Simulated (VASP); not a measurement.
Band structure of Tc (space group P6_3/mmc). Method: PBE GGA, VASP's PBE PAW potentials (set 64) (plane waves; VASP 6.6.1).

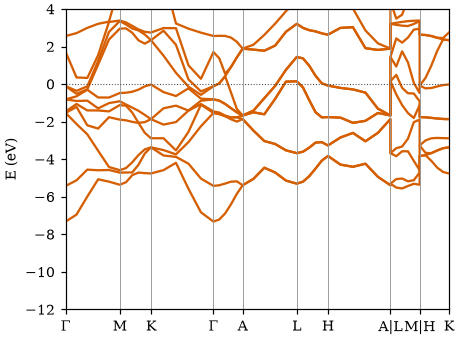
Bands along high-symmetry lines, zero at the valence-band maximum or, without a gap, the Fermi level

**Question.** Read the plot: is there a gap, and where are the band edges?

**Answer.** It has no gap at this level: it comes out as a metal or semimetal.

The structure is a typed Tc crystal (P6_3/mmc). The cell was not relaxed at this level.
